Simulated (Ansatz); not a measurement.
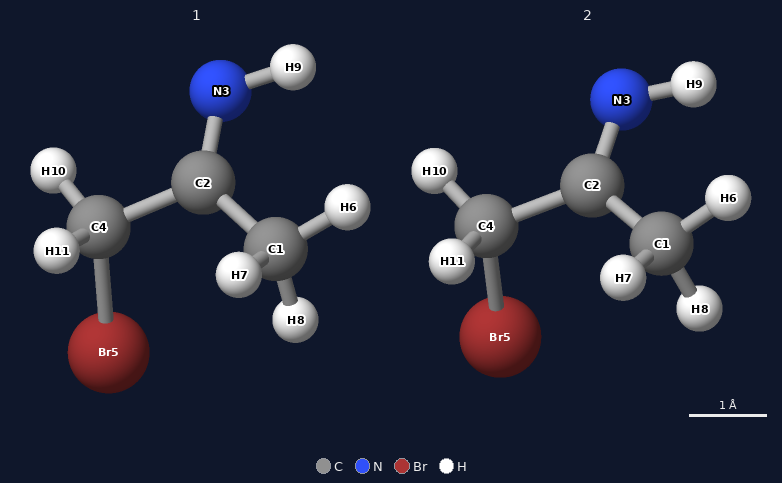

Two geometries of C$_{3}$H$_{6}$BrN (coarse preliminary run), drawn at one scale. One is the start of a relaxation, the other its converged end. Style: ball-and-stick. Shown at a tilt.

Level of theory: Ansatz 0.2.0, RKS PBE-D4/def2-SVP. (force threshold 0.03 eV/Å; at most 200 steps)

Which of the two is the end point?

Structure 1 is the relaxed one. The start comes from a force field. H9 moves most after the best rigid fit: 0.32 Å. By element the largest moves are H 0.32 Å, Br 0.24 Å, N 0.19 Å, C 0.10 Å. Some distances before and after: C4–Br5 1.895 → 1.973 Å, C1–C2 1.439 → 1.510 Å, C4–H11 1.177 → 1.107 Å, N3–H9 0.979 → 1.037 Å. Among the angles between lasting bonds that change: C1–C2–N3 120.1° → 126.7°, C2–C4–H10 115.1° → 109.6°, H6–C1–H8 104.0° → 109.0°. Over 7 geometry steps the energy falls by 0.509 eV. Largest force component: 4 eV/Å at the start, 0.016 eV/Å at the end. Cost: 10 s on 4 threads of Arm Neoverse V2 (shared host).
